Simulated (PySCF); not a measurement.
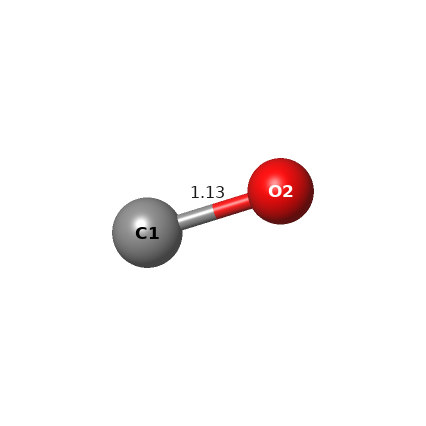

The numbers beside the sticks are distances in Å. Sticks don't show bond order. The computed structure is the end point of a PBE0-D3(BJ)/def2-SVP optimisation. No frequency run is at hand to confirm it as a minimum.

> Assign a bond order to each marked bond.

C1–O2 triple. This is one Lewis structure.

> Give the structure as SMILES.

[C-]#[O+]
